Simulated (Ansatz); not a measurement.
**ClF2H4Si2···H3O: density, localisation and related maps**

Input file:

```
crystal:
  periodic: [false, false, false]
  atoms:
    - {symbol: Si, position_ang: [-0.493470, 1.040457, -0.602160]}
    - {symbol: Si, position_ang: [0.893762, -1.017944, -0.854355]}
    - {symbol: F, position_ang: [-1.292122, 0.313884, -1.829665]}
    - {symbol: F, position_ang: [-1.750874, 1.190622, 0.399279]}
    - {symbol: H, position_ang: [-0.078377, 2.248311, -1.326887]}
    - {symbol: H, position_ang: [0.091042, 0.098569, 2.037197]}
    - {symbol: Cl, position_ang: [0.975849, 1.657006, 1.081092]}
    - {symbol: H, position_ang: [-0.210137, -0.647451, 0.625293]}
    - {symbol: O, position_ang: [-0.459656, -0.714026, 1.830245]}
    - {symbol: H, position_ang: [1.916309, -1.457902, 0.128438]}
    - {symbol: H, position_ang: [0.240192, -2.164513, -1.526818]}
    - {symbol: H, position_ang: [1.547695, -0.133338, -1.859579]}
    - {symbol: H, position_ang: [-1.380213, -0.413775, 1.897919]}
basis:
  gaussian: {orbitals: def2-TZVPP}
hamiltonian: {xc: pbe0, dispersion: d4}
output: {orbitals: {seedname: orbitals}}
```

Command:

```sh
ansatz run in.yaml --threads 4 --pin off --events-out ev --progress --plain --max-ram 66560MiB --backend cuda --devices 0, --max-vram 37GiB
```

A transition-state structure; geometry: PBE0-D4/def2-TZVP.

These are results of Ansatz 0.2.0, RKS PBE0-D4/def2-TZVPP, not measurements.

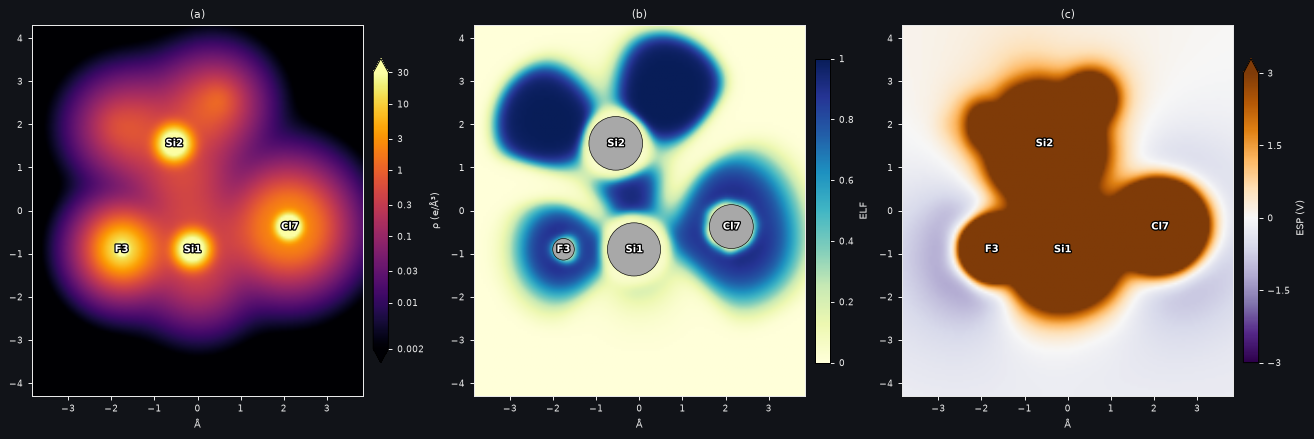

Figure 1. (a) total electron density; (b) ELF; (c) electrostatic potential on the plane of atoms Si2, Si1 and F3. Grey discs cover the atomic cores in the ELF map.

Question: Interpret the plot.

Answer:
- The section cuts through Si, F and Cl sites.
- Si–F (1.63 Å): ρ at the midpoint is about 1.1 e/Å³; the ELF peaks at about 0.85 in the valence shell of F, 0.6 Å from its nucleus, and is about 0.55 at the midpoint.
- Si–Cl (2.32 Å): ρ is about 0.56 e/Å³ halfway, with its minimum of 0.42 e/Å³ about 0.8 Å from Si; the ELF peaks at about 0.85 between the atoms (a shared but strongly polarised pair).
- Si–Si (2.50 Å): ρ is about 0.44 e/Å³ halfway; the ELF peaks at about 0.90 between the atoms: localised, covalent bonding.
- The ELF also peaks beside F3 and Cl7, away from the bonds: lone-pair regions.
- Outside the dense part of the complex the potential is most negative (−1.2 V) near F3.

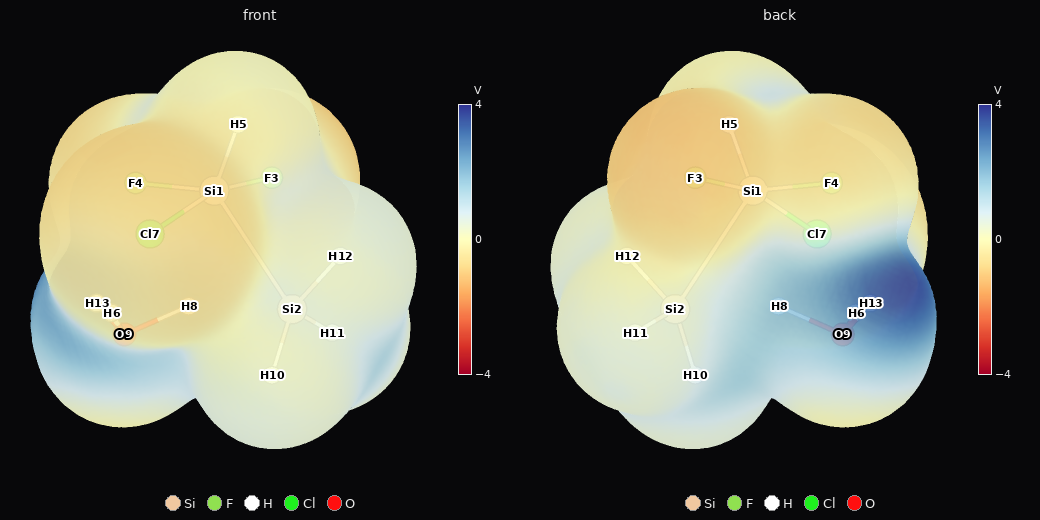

Figure 2. The molecular electrostatic potential painted on the density surface at 0.002 e/bohr³, seen from the front and from behind; red is negative and blue positive.

Question: Describe the electrostatic potential map.

Answer: The most negative region (about −1.1 V) lies over F3, the most positive (about +3.6 V) over H13.

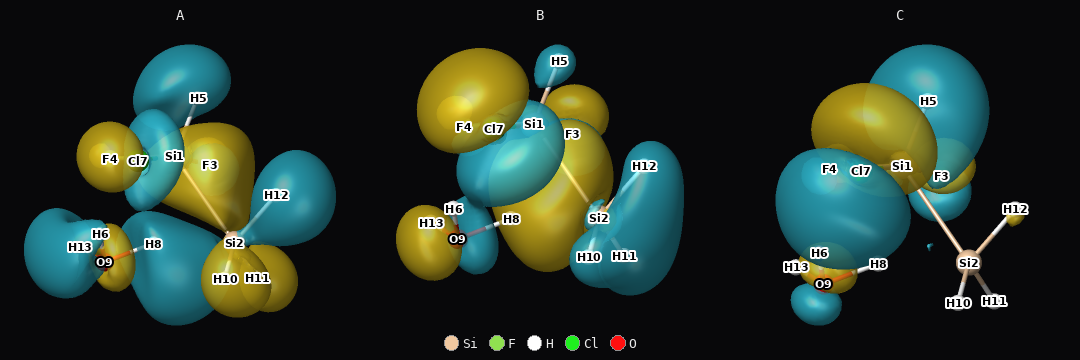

Figure 3. Three frontier orbitals at ±0.06 Å⁻³ᐟ² (yellow and cyan are the two phases), in no order.

Question: Which picture is the HOMO−1, the HOMO and the LUMO?

Answer: C is the HOMO−1 (−8.73 eV). By Hirshfeld shares it lies mainly on Cl7 (about 60 %), H5 (about 15 %) and Si1 (about 10 %). B is the HOMO (−7.92 eV). Its weight (Hirshfeld) is mainly on Cl7 (about 30 %), Si2 (about 25 %), Si1 (about 10 %), O9 (about 10 %), H8 (about 10 %) and F3 (about 5 %). A is the LUMO (−1.46 eV). It lies mainly on Si1 (about 25 %), Si2 (about 20 %), H8 (about 10 %), O9 (about 10 %), H12 (about 5 %) and Cl7 (about 5 %).

Question: What is the HOMO–LUMO gap?

Answer: 6.46 eV between the orbital energies.
